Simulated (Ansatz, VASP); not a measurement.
# CsPbCl3 in two plane-wave programs

One calculation is typed for both programs; each brings its own data sets and cutoff. How far apart do they land? The cell comes out of the VASP series on this material, whose earlier steps may have relaxed, scaled or displaced it; both programs get it as it stands.

Program: Ansatz 0.2.0. Level of theory: plane waves, with VASP 6.6.1 beside it; zone-centre phonons at PBEsol and band structure at HSE06. Results are calculated unless marked as measured.

## (1) The starting structure

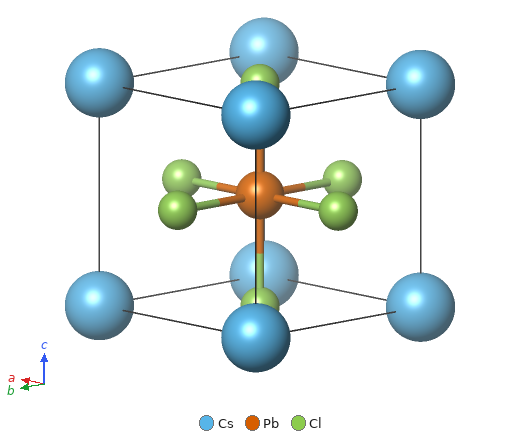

Start, viewed from a free direction; caesium blue, lead orange, chlorine green. Some periodic images of atoms are drawn too.

## (2) Ansatz: zone-centre phonons, PBEsol

Ansatz runs on its default PAW (the set named soft_2) files.

Second derivatives magnify differences that forces hide, and they need a tight electronic threshold.

input.yaml

```yaml
crystal:
  lattice:
    - [5.605, 0.0, 0.0]
    - [0.0, 5.605, 0.0]
    - [0.0, 0.0, 5.605]
  atoms:
    - { symbol: Cs, position: [0.0, 0.0, 0.0] }
    - { symbol: Pb, position: [0.5, 0.5, 0.5] }
    - { symbol: Cl, position: [0.5, 0.5, 0.0] }
    - { symbol: Cl, position: [0.0, 0.5, 0.5] }
    - { symbol: Cl, position: [0.5, 0.0, 0.5] }
hamiltonian:
  xc: pbesol
  pseudopotentials: { kind: paw }
kpoints:
  mp_grid: { grid: [6, 6, 6] }
scf:
  occupations: { method: fixed }
phonons:
  method: dfpt
  qpoints: [[0, 0, 0]]
  dielectric: true
  rigid_motions: translations
```

Launch:

```console
ansatz run input.yaml --threads 4 --pin off --max-ram 9216MiB --backend cpu --events-out ev --progress --plain --runs-dir out
```

Numbers of over 12 decimals in the logs are rounded to 6 here.

The log of the run:

```text
Engine: ansatz 0.2.0, x86_64-unknown-linux-gnu
Pseudopotentials: kind: paw
Pseudopotential: Cs, paw, valence charge 9, recommended cutoff 420 eV (normal), Cs.paw.azcp
Pseudopotential: Pb, paw, valence charge 14, recommended cutoff 420 eV (normal), Pb.paw.azcp
Pseudopotential: Cl, paw, valence charge 7, recommended cutoff 420 eV (normal), Cl.paw.azcp
Functional definition: PBEsol
  exchange = pbesol_x
  correlation = pbesol_c
Crystal: 5 atoms, lattice volume = 176.087 Å³
Basis set: ecut = 420 eV, 3407 PW (Γ), exchange–correlation on 80×80×80 points (8 copies of the dense FFT grid, shifted against one another)
Bands: 27, of which v1, the nominal top of the filled ones, is band 22 counted from 1 (21 counted from 0)
Symmetry: 48 space group operations
k-points: 80 of 216 (irreducible under 2 space group operations, time reversal used)
Non-local potential: Cs, projectors of the file, l = 0: 3, l = 1: 2, l = 2: 2, l = 3: 2
Non-local potential: Pb, projectors of the file, l = 0: 2, l = 1: 2, l = 2: 2, l = 3: 2
Non-local potential: Cl, projectors of the file, l = 0: 2, l = 1: 2, l = 2: 2
PAW form: soft (Blöchl's): semilocal exchange-correlation on the pseudo side does not see the compensation charge
PAW frozen core: Cs, regenerated for the run's functional, and the local potential with it (the file was generated under x = pbe(κ = 0.804, μ = 0.219515), c = pbe(β = 0.066725))
PAW frozen core: Pb, regenerated for the run's functional, and the local potential with it (the file was generated under x = pbe(κ = 0.804, μ = 0.219515), c = pbe(β = 0.066725))
PAW frozen core: Cl, regenerated for the run's functional, and the local potential with it (the file was generated under x = pbe(κ = 0.804, μ = 0.219515), c = pbe(β = 0.066725))
PAW one-centre angular grid: Cs, 194 points (default); XC on 64 Gauss nodes
PAW one-centre angular grid: Pb, 590 points (default); XC on 64 Gauss nodes
PAW one-centre angular grid: Cl, 110 points (default); XC on 64 Gauss nodes
Initial density: superposition of atomic densities (neutral atoms: chi_scale 0, normalization atom), corrected by the library's trained network
Initial wavefunctions: pseudopotential atomic-orbital guess
Functional: x = pbesol(κ = 0.804, μ = 0.123457), c = pbesol(β = 0.046)
SCF iter   1: F=—  HF=-20530.632502 eV  |F-HF|=—  |Δ(HF+E_count)|=         —  Δρ=3.15e-3  dr2=2.76e-2  ethr=1.77e-3  ⟨swp⟩=4.9  Hψ=9030  notcnv=0  defer=197
preconditioner: auto → Resta (q_TF=auto, 2.165 Å⁻¹)  ε∞=2.9  [insulator: Δε(μ)=1.740 eV  Ē_g=13.115 eV  n_scr=26 (ndim 8)  ℏωp=18.1 eV  f_vac=0.062  ε∞_Penn≈2.9]
SCF iter   2: F=—  HF=-20530.623560 eV  |F-HF|=—  |Δ(HF+E_count)|=   8.94e-3  Δρ=1.03e-3  dr2=2.15e-3  ethr=6.27e-5  ⟨swp⟩=2.1  Hψ=3753  notcnv=0  defer=239
SCF iter   3: F=—  HF=-20530.623225 eV  |F-HF|=—  |Δ(HF+E_count)|=   3.34e-4  Δρ=3.51e-4  dr2=1.70e-4  ethr=4.88e-6  ⟨swp⟩=2.0  Hψ=3848  notcnv=0  defer=238
SCF iter   4: F=—  HF=-20530.623289 eV  |F-HF|=—  |Δ(HF+E_count)|=   6.41e-5  Δρ=8.48e-5  dr2=1.37e-5  ethr=3.87e-7  ⟨swp⟩=2.3  Hψ=3726  notcnv=0  defer=236
SCF iter   5: F=—  HF=-20530.623304 eV  |F-HF|=—  |Δ(HF+E_count)|=   1.50e-5  Δρ=1.63e-5  dr2=4.47e-7  ethr=3.10e-8  ⟨swp⟩=2.0  Hψ=3114  notcnv=0  defer=176
SCF iter   6: F=—  HF=-20530.623308 eV  |F-HF|=—  |Δ(HF+E_count)|=   3.50e-6  Δρ=1.82e-6  dr2=9.31e-9  ethr=1.02e-9  ⟨swp⟩=2.0  Hψ=3846  notcnv=0  defer=110
SCF iter   7: F=—  HF=-20530.623308 eV  |F-HF|=—  |Δ(HF+E_count)|=   1.17e-8  Δρ=4.12e-7  dr2=4.61e-10  ethr=2.12e-11  ⟨swp⟩=2.0  Hψ=3443  notcnv=0  defer=112
SCF iter   8: F=-20530.623308 eV  HF=-20530.623308 eV  |F-HF|=2.18e-11  |Δ(HF+E_count)|=  3.02e-10  Δρ=8.79e-8  dr2=1.92e-11  ethr=1.00e-12  ⟨swp⟩=14.7  Hψ=15821  notcnv=0
SCF 1 converged in 8 iterations: F = -20530.623308 eV  dr2 = 1.92e-11
  greatest PAW one-centre occupation: 0.983 electrons in one spin orbital (limit 2), on the Pb atom at site 1 (counted from 0), in its partial waves of l = 2
DFPT response loops at Γ: preconditioner auto → Resta (q_TF=auto, 2.165 Å⁻¹)  ε∞=5.8 (no band partly filled); β = 1.00, the filter's whole step (`scf.mixing.beta` (0.50) is not read by the response loops at its default; to damp them type it under 1.00, their step now; it binds the ground state too); Broyden in place of MSR1
── the response to a field inside a basis, on 10×10×10 k-points: an SCF that follows is theirs, and a resumed run solves both again ──
Bands: 23, of which v1, the nominal top of the filled ones, is band 22 counted from 1 (21 counted from 0)
k-points: 35 of 1000
Initial density: handed on by an earlier stage of this run
Initial wavefunctions: pseudopotential atomic-orbital guess (no wavefunctions were taken with the density)
Eigensolver: Dense (35 Hₖ)
SCF iter   1: F=—  HF=-20530.614923 eV  |F-HF|=—  |Δ(HF+E_count)|=         —  Δρ=1.06e-4  dr2=6.71e-6  ethr=1.00e-1
preconditioner: auto → Resta (q_TF=auto, 2.165 Å⁻¹)  ε∞=3.3  [insulator: Δε(μ)=2.104 eV  Ē_g=11.852 eV  n_scr=26 (ndim 8)  ℏωp=18.1 eV  f_vac=0.060  ε∞_Penn≈3.3]
SCF iter   2: F=—  HF=-20530.614925 eV  |F-HF|=—  |Δ(HF+E_count)|=   1.37e-6  Δρ=5.75e-5  dr2=1.73e-6  ethr=1.52e-8
SCF iter   3: F=-20530.614926 eV  HF=-20530.614926 eV  |F-HF|=1.06e-8  |Δ(HF+E_count)|=   6.85e-7  Δρ=3.98e-6  dr2=3.74e-8  ethr=3.94e-9
SCF 1 converged in 3 iterations: F = -20530.614926 eV  dr2 = 3.74e-8
DFPT response loops at Γ: preconditioner auto → Resta (q_TF=auto, 2.165 Å⁻¹)  ε∞=5.3 (no band partly filled); β = 1.00, the filter's whole step (`scf.mixing.beta` (0.50) is not read by the response loops at its default; to damp them type it under 1.00, their step now; it binds the ground state too); Broyden in place of MSR1
WARN: field response: inside a basis, on 10×10×10 points, no mesh in reach settles it: take ε∞, Z* and everything formed from them with what they may err, as stated (eps_inf_uncertainty, zstar_uncertainty_e), and compare with field_mesh: kpoints on a denser kpoints.mp_grid
WARN: field response: ε∞ stands inside a basis, on 10×10×10 points; the force constants stand on the 6×6×6 k-mesh, whose period is 11.17 times the interband length at k = (-0.5000, -0.5000, -0.5000), direct gap 1.800 eV, under 14: take them and everything formed from them as unconverged, and compare with a denser kpoints.mp_grid
SCF converged after 8 iterations
Free energy (F): -20530.623308 eV
Harris-Foulkes:  -20530.623308 eV  (|F-HF|=2.18e-11)
Internal energy: -20530.623308 eV  (E = F + TS)
E sigma→0 (E₀):  -20530.623308 eV
Fermi energy:    4.021133 eV
--- Per-component energies (eV) ---
  E_band       = -237.632356
  E_kinetic    = 911.519214
  E_local      = -2669.438074  (includes V_loc(G=0)·N_el)
  E_nonlocal   = 470.247263
  E_hartree    = 1008.465981
  E_xc         = -710.459429
  E_vxc        = -623.666847  (∫ρ·V_xc dr)
  E_paw        = -17161.200858  (= ΣΔE_a)
  E_vpaw       = -343.226314  (= ΣTr[D̂ρ^β])
  E_aug_tail   = 0.000326  (compensation charges beyond the density's cutoff)
  E_ewald      = -2380.199303
  E_core_change = 0.441573  (= ΣΔE_core)
  E_smearing   = -0.000000  (= −TS)
  E_closure    = -0.000000  (closes the sum)
  Σ components = -20530.623308   (vs F -20530.623308, Δ=0.00e0)
--- Band table (eV; the first three rows and the last of 80) ---
  k-point 0: bands = [... 18 lower, 1.3775, 1.4866, 1.4866, 1.4866, 7.2247, 8.2174, 8.2174, 9.1073, ... 1 higher]
  k-point 1: bands = [... 18 lower, 1.3520, 1.4585, 1.4585, 1.4943, 7.4865, 8.4020, 8.4145, 9.1918, ... 1 higher]
  k-point 2: bands = [... 18 lower, 1.3009, 1.4022, 1.4022, 1.8274, 7.6642, 8.3256, 8.8709, 8.9612, ... 1 higher]
  k-point 79: bands = [... 18 lower, 1.8139, 1.8139, 1.8139, 4.0211, 5.8210, 5.8210, 5.8210, 8.9912, ... 1 higher]
--- Phonons (Γ-DFPT): 4 representative perturbations + reference, on 80 of 216 k-points (Σ response iterations 12) ---
  k mesh reduced under 2 symmetry operations, with k and −k counted as one. Each operation leaves every solved perturbation unchanged. A smaller set is not considered because the run solves the response to a homogeneous field
  ASR residual: 1.124e-4 → 0.000e0 eV/Å²; symmetrization residual: 1.719e-5 eV/Å²
  ASR residual per site (eV/Å²): 3.95e-5 1.12e-4 6.92e-5 6.92e-5 6.92e-5
  Γ frequencies (cm⁻¹): -21.08 -21.08 -21.08 0.00 0.00 0.00 16.74 16.74 16.74 49.71 49.71 49.71 140.30 140.30 140.30
  ε∞ (high-frequency dielectric tensor):
        4.071326     0.000000     0.000000
        0.000000     4.071326     0.000000
        0.000000     0.000000     4.071326
  softest optical mode at Γ: -21.08 cm⁻¹; the repairs (sum rule, projections) moved no ω² at Γ by more than (1.58 cm⁻¹)²
  Born effective charges Z* (e; rows j = field, columns β = displacement):
    site 0:
         1.32360   -0.00000    0.00000
         0.00000    1.32360    0.00000
         0.00000   -0.00000    1.32360
    site 1:
         3.96035    0.00000   -0.00000
        -0.00000    3.96035    0.00000
        -0.00000   -0.00000    3.96035
    site 2:
        -0.72229   -0.00000    0.00000
         0.00000   -0.72229    0.00000
         0.00000   -0.00000   -3.83937
    site 3:
        -3.83937    0.00000    0.00000
        -0.00000   -0.72229   -0.00000
        -0.00000    0.00000   -0.72229
    site 4:
        -0.72229   -0.00000    0.00000
        -0.00000   -3.83937    0.00000
         0.00000   -0.00000   -0.72229
  Z* charge neutrality: 2.414e-3 e pre-enforcement
  solved inside a basis spanned on kpoints, on 10×10×10 k-points, which do not settle them: ε∞ is read to err by 4.1e-2, Z* by 5.3e-2 e (field_mesh: kpoints solves on kpoints); Z* is corrected for what the basis lacks
  optical modes at Γ without the LO–TO term, one row a degenerate level:
      ω (cm⁻¹)  modes    IR ((D/Å)²/amu)
        -21.08      3             2.5428
         16.74      3             0.0000
         49.71      3             0.8727
        140.30      3            33.5530
  optical modes at Γ + LO–TO along q̂ = [1.0000, 0.0000, 0.0000]:
      ω (cm⁻¹)  modes    IR ((D/Å)²/amu)
        -21.08      2             1.6952
         16.74      3             0.0000
[...]
optical modes at Γ + LO–TO along q̂ = [0.0000, 1.0000, 0.0000]:
      ω (cm⁻¹)  modes    IR ((D/Å)²/amu)
[...]
234.84      1            12.1864
  optical modes at Γ + LO–TO along q̂ = [0.0000, 0.0000, 1.0000]:
      ω (cm⁻¹)  modes    IR ((D/Å)²/amu)
        -21.08      2             1.6952
         16.74      3             0.0000
         18.99      1             0.0805
         49.71      2             0.5818
         53.49      1             0.0558
        140.30      2            22.3687
        234.84      1            12.1864
--- Phonons (arbitrary-q DFPT): 1 explicit q-point ---
  q = [0, 0, 0] (of the zone-centre solve; hermiticity 6.89e-6, symmetrization 5.02e-6): -21.08 -21.08 -21.08 -0.00 -0.00 0.00 16.74 16.74 16.74 49.71 49.71 49.71 140.30 140.30 140.30
  sum rule: each row above includes the acoustic sum rule's correction from the zone centre's row sums; it moved no ω² by more than (0.73 cm⁻¹)²
```

Wall time 50 s (4 threads of AMD EPYC 9R14 (Zen 4), shared host); peak memory 2 GiB.

(Part 1 of 4 ends here.)

[Lines on the potential files, build, host, timing and source positions are cut from VASP's logs without a mark.]

[Logs are printed without paths, hosts, clocks, repeated set-up lines and the standing remarks that a program may print on its own settings, such as how far it seeks lower states.]

[Hosts, paths, dates, database ids (printed as entryN), source tags and the programs' standing remarks are cut or masked in the printed files.]
